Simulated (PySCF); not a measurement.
Potential energy curve for SiO, singlet.

Levels of theory: RCCSD = CCSD on RHF/cc-pVDZ, 6 core orbitals frozen in PySCF 2.14.0; UKS-BHandHLYP = unrestricted BHandHLYP/cc-pVDZ (PySCF); RKS-BHandHLYP = restricted BHandHLYP/cc-pVDZ (PySCF).

Energies are in kJ/mol, each relative to the lowest point of its own curve near equilibrium.

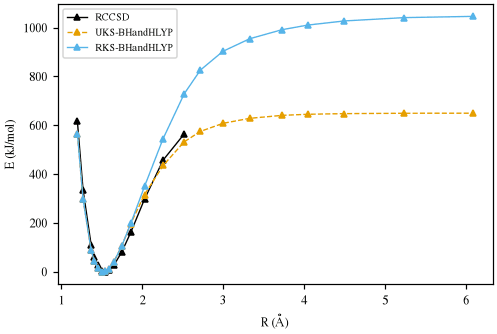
Energy against bond length for each method.

```json
[
 {"R / Å": "1.20", "RCCSD": "615.9", "UKS-BHandHLYP": "566.0", "RKS-BHandHLYP": "566.0"},
 {"R / Å": "1.27", "RCCSD": "334.9", "UKS-BHandHLYP": "297.4", "RKS-BHandHLYP": "297.4"},
 {"R / Å": "1.37", "RCCSD": "109.5", "UKS-BHandHLYP": "87.5", "RKS-BHandHLYP": "87.5"},
 {"R / Å": "1.41", "RCCSD": "59.7", "UKS-BHandHLYP": "43.4", "RKS-BHandHLYP": "43.4"},
 {"R / Å": "1.45", "RCCSD": "27.0", "UKS-BHandHLYP": "16.2", "RKS-BHandHLYP": "16.2"},
 {"R / Å": "1.51", "RCCSD": "3.0", "UKS-BHandHLYP": "0.0", "RKS-BHandHLYP": "0.0"},
 {"R / Å": "1.54", "RCCSD": "0.0", "UKS-BHandHLYP": "0.8", "RKS-BHandHLYP": "0.8"},
 {"R / Å": "1.59", "RCCSD": "5.6", "UKS-BHandHLYP": "12.5", "RKS-BHandHLYP": "12.5"},
 {"R / Å": "1.65", "RCCSD": "25.7", "UKS-BHandHLYP": "39.8", "RKS-BHandHLYP": "39.8"},
 {"R / Å": "1.75", "RCCSD": "81.6", "UKS-BHandHLYP": "106.7", "RKS-BHandHLYP": "106.7"},
 {"R / Å": "1.86", "RCCSD": "161.4", "UKS-BHandHLYP": "197.3", "RKS-BHandHLYP": "197.7"},
 {"R / Å": "2.03", "RCCSD": "297.4", "UKS-BHandHLYP": "316.1", "RKS-BHandHLYP": "349.7"},
 {"R / Å": "2.26", "RCCSD": "457.4", "UKS-BHandHLYP": "435.4", "RKS-BHandHLYP": "545.6"},
 {"R / Å": "2.52", "RCCSD": "564.4", "UKS-BHandHLYP": "532.1", "RKS-BHandHLYP": "728.9"},
 {"R / Å": "2.72", "RCCSD": "—", "UKS-BHandHLYP": "574.7", "RKS-BHandHLYP": "826.0"},
 {"R / Å": "3.00", "RCCSD": "—", "UKS-BHandHLYP": "607.9", "RKS-BHandHLYP": "903.3"},
 {"R / Å": "3.33", "RCCSD": "—", "UKS-BHandHLYP": "628.4", "RKS-BHandHLYP": "954.5"},
 {"R / Å": "3.73", "RCCSD": "—", "UKS-BHandHLYP": "640.5", "RKS-BHandHLYP": "991.7"},
 {"R / Å": "4.05", "RCCSD": "—", "UKS-BHandHLYP": "645.0", "RKS-BHandHLYP": "1010.6"},
 {"R / Å": "4.50", "RCCSD": "—", "UKS-BHandHLYP": "647.6", "RKS-BHandHLYP": "1027.5"},
 {"R / Å": "5.24", "RCCSD": "—", "UKS-BHandHLYP": "649.1", "RKS-BHandHLYP": "1041.1"},
 {"R / Å": "6.09", "RCCSD": "—", "UKS-BHandHLYP": "649.5", "RKS-BHandHLYP": "1046.2"}
]
```

At the longest distance, 6.09 Å, RKS-BHandHLYP lies highest above its minimum (1046.2 kJ/mol) and UKS-BHandHLYP lowest (649.5 kJ/mol).

Dashes: no converged value, or the column stops at the first point that the program doubted or that broke a chosen test of continuity, which isn't proof of a fault.

The T1 diagnostic of CCSD on the restricted reference of RCCSD exceeds 0.045 at 1.75 to 3.00 Å. The unrestricted determinant behind UKS-BHandHLYP is spin-contaminated at 1.86 to 6.09 Å (<S²> up to 2.0, against 0.00 for a pure singlet). The restricted form behind RKS-BHandHLYP keeps the bonding electrons paired and can't separate into open-shell fragments.
